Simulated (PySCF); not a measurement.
**RuO4(NH3): geometry, NMR shifts and electronic excitations**

Wanted: the NMR shifts and electronic excitations of RuO4(NH3) (`[NH3]->[Ru](=[O])(=[O])(=[O])=[O]`), by calculation.

The runs use PySCF 2.14.0, with density-fitted response routines of our own; the level of theory stands in each step. All values are computed, except where a source is named. Atoms count from 0, in the outputs and in this text.

## (1) The starting structure

9 atoms, charge 0, multiplicity 1; geometry from: GFN2-xTB.

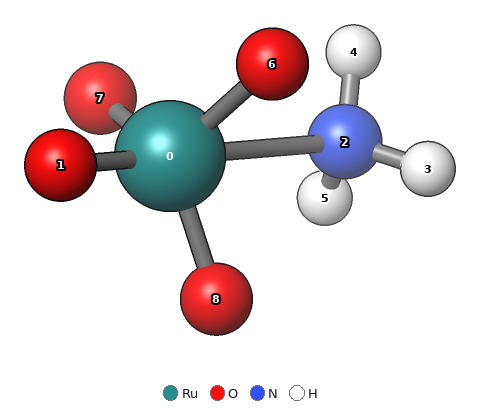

As it starts; ruthenium teal, oxygen red, nitrogen blue, hydrogen white, atoms numbered; sticks join atoms by distance.

## (2) Relaxing the molecule at PBE0-D3(BJ)/def2-SVP

What the job is given:

```
{"job": {"xc": "PBE0", "basis": "def2-SVP", "d3": "d3bj", "grid": 1, "maxiter": 40, "kind": "geom"}, "charge": 0, "multiplicity": 1}
Ru    -0.000410     0.002200     1.213060
O     -0.000940     0.003180     2.828580
N      0.000540    -0.001830    -1.363560
H      0.522680    -0.799460    -1.714190
H      0.428560     0.847070    -1.721060
H     -0.950400    -0.057890    -1.716260
O      1.569700     0.005930     0.825040
O     -0.787670     1.359890     0.823340
O     -0.782050    -1.359080     0.825060
```

The program printed:

```text
step   0  E = -451.57388584  max force = 0.069591
step   1  E = -451.58523760  max force = 0.025872
step   2  E = -451.58784288  max force = 0.004820
step   3  E = -451.58791888  max force = 0.004909
step   4  E = -451.58803499  max force = 0.001252
step   5  E = -451.58802968  max force = 0.001041
step   6  E = -451.58804604  max force = 0.000678
step   7  E = -451.58805103  max force = 0.000312
optimisation converged
```

Run time: 48 s. Hardware: 1 thread, shared host.

Step by step:

```csv
step,energy from step 0 (eV),largest force component (eV/Å)
0,0.0000,3.5785
1,-0.3089,1.3304
2,-0.3798,0.2479
3,-0.3819,0.2524
4,-0.3850,0.0644
5,-0.3849,0.0535
6,-0.3853,0.0349
7,-0.3855,0.0160
```

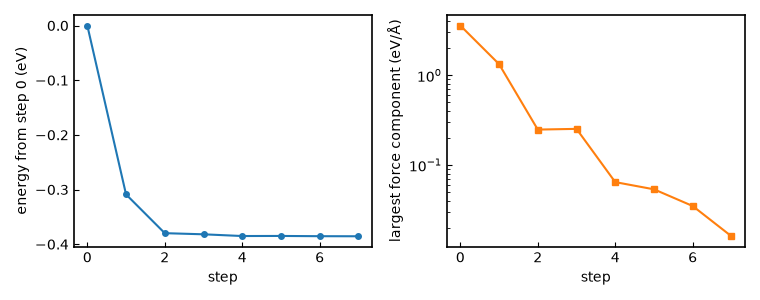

Energy and force, step by step.

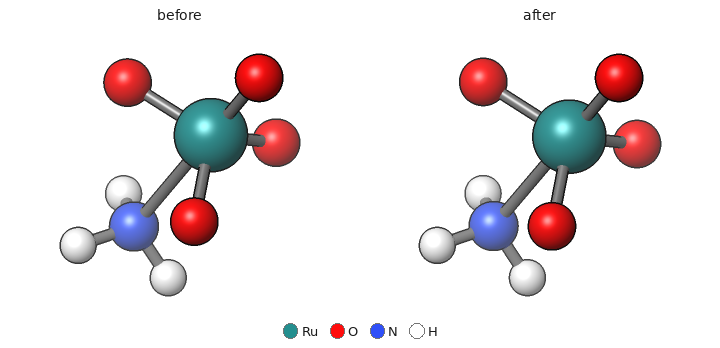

Before and after, at one scale.

Distances of close pairs at the start and the end, largest changes first:

```csv
bond,before (Å),after (Å),change (Å)
Ru0–O8,1.617,1.674,+0.057
Ru0–O6,1.617,1.674,+0.057
Ru0–O7,1.617,1.674,+0.057
Ru0–O1,1.616,1.667,+0.051
Ru0–N2,2.577,2.541,-0.036
N2–H4,1.016,1.019,+0.003
N2–H5,1.016,1.019,+0.003
N2–H3,1.016,1.019,+0.003
```

The final coordinates are the input of the step that follows.

```csv
at the end point,value
point group (found at 0.08 Å tolerance),C3
"rotational constants (GHz, main isotopes)","3.903, 2.243, 2.242"
dipole moment (D),4.20
```

## (3) Nuclear shieldings: PBE0/def2-TZVP+pcSseg-1

What the job is given:

```
{"job": {"kind": "nmr", "xc": "PBE0", "basis": {"default": "pcSseg-1", "Ru": "def2-TZVP"}}, "charge": 0, "multiplicity": 1}
Ru     0.007014     0.001606     1.199790
O      0.014750     0.002930     2.866450
N     -0.007095    -0.001323    -1.340955
H      0.511299    -0.798053    -1.708619
H      0.419145     0.846615    -1.712411
H     -0.958902    -0.055633    -1.701374
O      1.630491     0.005871     0.791065
O     -0.812225     1.405975     0.801857
O     -0.804467    -1.407978     0.804205
```

Method: GIAO PBE0/pcSseg-1 Ru:def2-TZVP NMR shielding, scalar relativity only through core potentials, gas phase.

The program printed:

```text
coarse grid: 41344 points
cycle   1  E = -451.5961192851  dE = -7.536e+00  |g| = 1.235e+00  |ddm| = 4.613e+00
cycle   2  E = -450.2971260456  dE =  1.299e+00  |g| = 3.099e+00  |ddm| = 1.932e+00
cycle   3  E = -451.7644064184  dE = -1.467e+00  |g| = 7.352e-01  |ddm| = 1.542e+00
cycle   4  E = -451.8531696495  dE = -8.876e-02  |g| = 1.889e-01  |ddm| = 4.476e-01
cycle   5  E = -451.8475348173  dE =  5.635e-03  |g| = 2.533e-01  |ddm| = 2.228e-01
cycle   6  E = -451.8600783687  dE = -1.254e-02  |g| = 1.868e-02  |ddm| = 1.321e-01
cycle   7  E = -451.8601464104  dE = -6.804e-05  |g| = 4.095e-03  |ddm| = 1.329e-02
cycle   8  E = -451.8601495751  dE = -3.165e-06  |g| = 9.533e-04  |ddm| = 2.568e-03
final grid: 86168 points
cycle   9  E = -451.8602264963  dE =  3.193e-06  |g| = 4.208e-03  |ddm| = 2.810e-03
cycle  10  E = -451.8601603090  dE =  6.619e-05  |g| = 1.888e-02  |ddm| = 1.175e-02
cycle  11  E = -451.8602299456  dE = -6.964e-05  |g| = 1.478e-04  |ddm| = 9.634e-03
cycle  12  E = -451.8602299473  dE = -1.718e-09  |g| = 1.179e-04  |ddm| = 1.116e-04
cycle  13  E = -451.8602299494  dE = -2.130e-09  |g| = 3.244e-05  |ddm| = 6.114e-05
cycle  14  E = -451.8602299495  dE = -1.174e-10  |g| = 2.193e-05  |ddm| = 2.364e-05
converged SCF energy = -451.8602299495

GIAO shielding tensors (ppm)
atom      isotropic    diamagn.    paramagn.     s11        s22        s33       span
  0 Ru         nan         nan         nan        nan        nan        nan        nan
  1 O     -947.041     396.755   -1343.796  -1321.780   -760.561   -758.784    562.996
  2 N      222.908     315.198     -92.290    222.680    222.725    223.318      0.639
  3 H       30.701      30.210       0.491     24.978     27.556     39.570     14.592
  4 H       30.699      30.207       0.493     24.981     27.549     39.568     14.586
  5 H       30.701      30.210       0.491     24.977     27.558     39.568     14.592
  6 O     -965.812     400.140   -1365.952  -1355.232   -976.442   -565.763    789.469
  7 O     -964.930     400.134   -1365.064  -1354.986   -975.753   -564.050    790.935
  8 O     -964.699     400.139   -1364.838  -1354.630   -975.429   -564.038    790.592
```

Wall time 10 s (1 thread, shared host).

The references, computed at this level on geometries of the same kind, shield at (ppm): 1H TMS 31.27, 15N NH3 265.7, 17O H2O 334.6. Their shielding less the atom's gives the shift. The references are single molecules in the gas phase, so shifts against H2O, NH3, PH3, H3PO4 or CFCl3 are not on the usual liquid scales and can be off by tens of ppm. Atoms listed in one row are averaged.

```csv
atoms,environment,σ (ppm),δ (ppm)
"H3, H4, H5",hydrogen on a nitrogen bonded to Ru,30.70,0.57
"O6, O7, O8",oxygen bonded to Ru,-965.1,1299.7
O1,oxygen bonded to Ru,-947.0,1281.6
N2,"nitrogen bonded to Ru, 3 H",222.9,42.8
```

Atoms past Kr carry core potentials, so their printed shieldings have no meaning and are left out of the table.

Charges from the same density, by scheme (e):

```csv
atoms,Mulliken,ESP fit
Ru0,1.67,1.21
O1,-0.44,-0.33
N2,-0.46,-0.70
"O6, O7, O8",-0.47,-0.35
```

ESP fit charges:

```csv
atom,value (e)
Ru0,1.21
O1,-0.33
N2,-0.70
H3,0.29
H4,0.29
H5,0.29
O6,-0.35
O7,-0.35
O8,-0.35
```

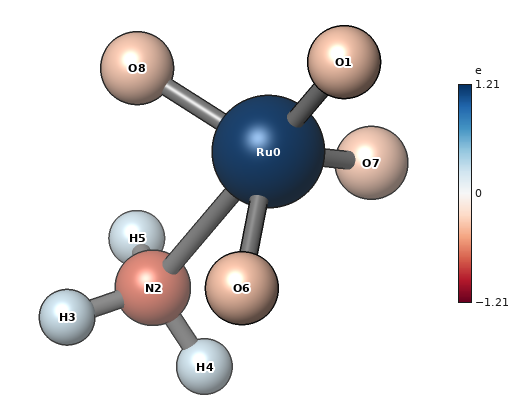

ESP fit charges, as colours on the atoms.

Mayer bond orders: Ru0–O1 1.49, Ru0–N2 0.25, Ru0–O6 1.47, Ru0–O7 1.47, Ru0–O8 1.47.

With diffuse functions Mulliken charges and Mayer bond orders lose their meaning; the other schemes are steadier.

## (4) TDDFT and polarisability: CAM-B3LYP/def2-SVPD

The job, as its differences from that of step 3:

```diff
@@ -1,2 +1,2 @@
-{"job": {"kind": "nmr", "xc": "PBE0", "basis": {"default": "pcSseg-1", "Ru": "def2-TZVP"}}, "charge": 0, "multiplicity": 1}
+{"job": {"kind": "uv", "xc": "CAM-B3LYP", "basis": "def2-SVPD", "ip": false, "nstates": 10}, "charge": 0, "multiplicity": 1}
 Ru     0.007014     0.001606     1.199790
```

With the program's defaults for keys left out, this is: TDDFT CAM-B3LYP/def2-SVPD, vertical, gas phase, core orbitals frozen in the response.

The program printed:

```text
coarse grid: 41344 points
cycle   1  E = -451.4527101946  dE = -9.143e+00  |g| = 1.454e+00  |ddm| = 4.606e+00
cycle   2  E = -449.9166447623  dE =  1.536e+00  |g| = 3.265e+00  |ddm| = 3.349e+00
cycle   3  E = -451.7659237576  dE = -1.849e+00  |g| = 5.193e-01  |ddm| = 2.789e+00
cycle   4  E = -451.8137423978  dE = -4.782e-02  |g| = 1.384e-01  |ddm| = 5.376e-01
cycle   5  E = -451.8118409120  dE =  1.901e-03  |g| = 1.710e-01  |ddm| = 2.038e-01
cycle   6  E = -451.8174577741  dE = -5.617e-03  |g| = 1.061e-02  |ddm| = 1.168e-01
cycle   7  E = -451.8174834654  dE = -2.569e-05  |g| = 4.136e-03  |ddm| = 1.382e-02
cycle   8  E = -451.8174885062  dE = -5.041e-06  |g| = 8.555e-04  |ddm| = 5.820e-03
final grid: 86168 points
cycle   9  E = -451.8175419968  dE = -1.250e-07  |g| = 1.600e-03  |ddm| = 3.593e-03
cycle  10  E = -451.8175384959  dE =  3.501e-06  |g| = 4.783e-03  |ddm| = 4.517e-03
cycle  11  E = -451.8175425380  dE = -4.042e-06  |g| = 1.942e-04  |ddm| = 3.301e-03
cycle  12  E = -451.8175425432  dE = -5.152e-09  |g| = 2.374e-04  |ddm| = 3.633e-04
cycle  13  E = -451.8175425568  dE = -1.361e-08  |g| = 9.710e-05  |ddm| = 2.766e-04
cycle  14  E = -451.8175425603  dE = -3.491e-09  |g| = 1.551e-05  |ddm| = 1.763e-04
cycle  15  E = -451.8175425605  dE = -2.099e-10  |g| = 5.733e-06  |ddm| = 4.351e-05
converged SCF energy = -451.8175425605

Static polarisability (au): isotropic 64.016, principal 59.899 59.935 72.213

Singlet excitations
state   eV       nm        f      main configurations
  1   2.7965    443.4   0.00068   H->L 0.84
  2   2.7972    443.2   0.00068   H->L+1 0.84
  3   2.9968    413.7   0.00000   H-1->L 0.48, H-2->L+1 0.47
  4   3.1109    398.5   0.00055   H-3->L 0.50, H-2->L 0.19, H-1->L+1 0.19
  5   3.1112    398.5   0.00055   H-3->L+1 0.50, H-2->L+1 0.20, H-1->L 0.19
  6   3.6651    338.3   0.00681   H-3->L+1 0.29, H-5->L 0.16, H-4->L+1 0.16
  7   3.6653    338.3   0.00682   H-3->L 0.29, H-5->L+1 0.16, H-4->L 0.16
  8   3.7112    334.1   0.00720   H-1->L+1 0.31, H-2->L 0.31, H-4->L 0.18
  9   4.0302    307.6   0.00000   H-5->L 0.48, H-4->L+1 0.48
 10   4.3804    283.0   0.00808   H-5->L+1 0.27, H-4->L 0.27, H-6->L+1 0.18

Triplet excitations (Tamm-Dancoff, eV): 2.1506 2.2017 2.2030 2.6410
```

Wall time 34 s (1 thread, shared host).

Frontier orbitals and where they lie:

```csv
orbital,eV,atoms
HOMO−3,-11.25,"O6 33 %, O8 33 %, O7 33 %"
HOMO−2,-11.04,"O1 42 %, O7 30 %, O8 21 %"
HOMO−1,-11.04,"O1 42 %, O6 32 %, O8 16 %"
HOMO,-10.13,"N2 48 %, O8 13 %, O7 13 %"
LUMO,-3.58,"Ru0 45 %, O1 16 %, O7 15 %"
LUMO+1,-3.58,"Ru0 45 %, O6 16 %, O1 16 %"
LUMO+2,-1.09,"Ru0 44 %, O6 22 %, O8 15 %"
```

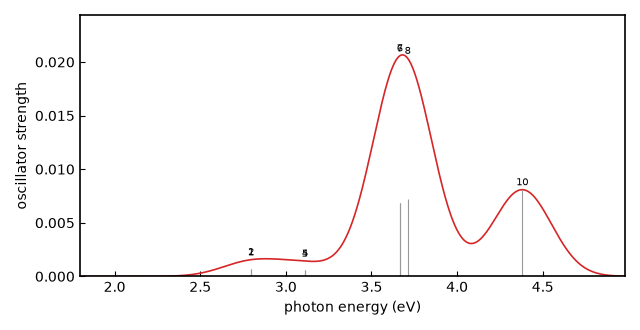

Absorption spectrum from the 10 singlet states computed; above the last one it falls off for lack of states. Lines are broadened to a width of 0.40 eV (Gaussian).

Further results of this job:

```csv
property,computed
dipole moment (D),3.88
polarisability (Å³),9.49
HOMO–LUMO gap (eV),6.56
−ε(HOMO) (eV),10.13
```

## (5) Shielding tensors: wB97X-D/def2-TZVP+pcSseg-1

The job, as its differences from that of step 4:

```diff
@@ -1,2 +1,2 @@
-{"job": {"kind": "uv", "xc": "CAM-B3LYP", "basis": "def2-SVPD", "ip": false, "nstates": 10}, "charge": 0, "multiplicity": 1}
+{"job": {"kind": "nmr", "xc": "wB97X-D", "basis": {"default": "pcSseg-1", "Ru": "def2-TZVP"}, "pop": false}, "charge": 0, "multiplicity": 1}
 Ru     0.007014     0.001606     1.199790
```

Method: GIAO wB97X-D/pcSseg-1 Ru:def2-TZVP NMR shielding, scalar relativity only through core potentials, gas phase.

The program printed:

```text
coarse grid: 41344 points
cycle   1  E = -451.8751218657  dE = -7.934e+00  |g| = 1.246e+00  |ddm| = 4.578e+00
cycle   2  E = -451.1472115483  dE =  7.279e-01  |g| = 2.544e+00  |ddm| = 1.604e+00
cycle   3  E = -452.1043353790  dE = -9.571e-01  |g| = 4.777e-01  |ddm| = 1.194e+00
cycle   4  E = -452.1406740598  dE = -3.634e-02  |g| = 7.656e-02  |ddm| = 2.805e-01
cycle   5  E = -452.1396596633  dE =  1.014e-03  |g| = 1.110e-01  |ddm| = 8.928e-02
cycle   6  E = -452.1419159297  dE = -2.256e-03  |g| = 7.735e-03  |ddm| = 5.378e-02
cycle   7  E = -452.1419407933  dE = -2.486e-05  |g| = 3.958e-03  |ddm| = 1.068e-02
cycle   8  E = -452.1419468377  dE = -6.044e-06  |g| = 1.092e-03  |ddm| = 5.183e-03
final grid: 86168 points
cycle   9  E = -452.1343149072  dE = -2.768e-05  |g| = 2.797e-03  |ddm| = 1.220e-02
cycle  10  E = -452.1343094491  dE =  5.458e-06  |g| = 6.581e-03  |ddm| = 4.591e-03
cycle  11  E = -452.1343161642  dE = -6.715e-06  |g| = 6.190e-04  |ddm| = 2.846e-03
cycle  12  E = -452.1343162311  dE = -6.697e-08  |g| = 2.608e-04  |ddm| = 4.673e-04
cycle  13  E = -452.1343162448  dE = -1.366e-08  |g| = 1.554e-04  |ddm| = 2.284e-04
cycle  14  E = -452.1343162495  dE = -4.741e-09  |g| = 4.540e-05  |ddm| = 9.353e-05
cycle  15  E = -452.1343162510  dE = -1.484e-09  |g| = 1.502e-05  |ddm| = 9.441e-05
cycle  16  E = -452.1343162512  dE = -1.525e-10  |g| = 5.739e-06  |ddm| = 2.868e-05
converged SCF energy = -452.1343162512

GIAO shielding tensors (ppm)
atom      isotropic    diamagn.    paramagn.     s11        s22        s33       span
  0 Ru         nan         nan         nan        nan        nan        nan        nan
  1 O     -966.725     397.518   -1364.244  -1372.183   -764.944   -763.049    609.134
  2 N      224.059     316.065     -92.006    222.487    224.827    224.862      2.375
  3 H       30.862      30.466       0.396     25.067     27.784     39.736     14.670
  4 H       30.861      30.463       0.398     25.071     27.777     39.734     14.664
  5 H       30.862      30.466       0.397     25.066     27.786     39.734     14.668
  6 O    -1003.958     401.051   -1405.009  -1417.395  -1019.068   -575.412    841.982
  7 O    -1003.076     401.049   -1404.124  -1417.489  -1018.200   -573.537    843.952
  8 O    -1002.847     401.054   -1403.901  -1417.106  -1017.877   -573.558    843.548
```

It took 18 s on 1 thread, shared host.

In short: δ O6 1336.5, O1 1299.9, N2 39.9, H3 0.52 ppm (means over like atoms).

## (6) Comparing the runs: NMR shifts

Shifts (ppm), means over like atoms, with basis size and wall time:

```csv
run,H3,O6,O1,N2,functions,time
PBE0/def2-TZVP+pcSseg-1,0.57,1299.7,1281.6,42.8,140,10 s
wB97X-D/def2-TZVP+pcSseg-1,0.52,1336.5,1299.9,39.9,140,18 s
```

## (7) Summary of results

| quantity | value |
| --- | --- |
| point group | C3 |
| rotational constants (main isotopes) | 3.90, 2.24, 2.24 GHz |
| 1H shifts against TMS (PBE0/def2-TZVP+pcSseg-1, means over atoms taken as alike) | 0.57 ppm |
| 17O shifts against H2O (PBE0/def2-TZVP+pcSseg-1, means over atoms taken as alike) | 1299.7, 1281.6 ppm |
| 15N shifts against NH3 (PBE0/def2-TZVP+pcSseg-1) | 42.8 ppm |
| lowest singlet (CAM-B3LYP/def2-SVPD) | 2.80 eV (443 nm), f = 0.001 |
| brightest single state of those computed | state 10, 4.38 eV, f = 0.008 |
| lowest triplet | 2.15 eV |
| range of the shift of O6 | 1299.7 to 1336.5 ppm |

What this shows: Over 7 steps the energy fell by 0.385 eV; of the close pairs, Ru0–O8 changed most, 1.617 to 1.674 Å. No frequency check was run at this level, so the end point may be a saddle. At PBE0/def2-TZVP+pcSseg-1: The widest tensor belongs to O6, O7, O8: span 790 ppm, with a paramagnetic part of -1365 ppm. The first singlet state (HOMO→LUMO 0.84) lies at 2.80 eV and is dark; of the 10 states computed, the strongest absorption comes from states 6 to 7 together at 3.67 eV. The lowest triplet lies 0.65 eV below the lowest singlet (triplets in Tamm-Dancoff, singlets in full TDDFT). Across the 2 runs the shift of O6 (with its like atoms) moves most, between 1299.7 (PBE0/def2-TZVP+pcSseg-1) and 1336.5 ppm (wB97X-D/def2-TZVP+pcSseg-1). Spin-orbit coupling is left out, which matters for shieldings and couplings at and beside the heavy atoms.
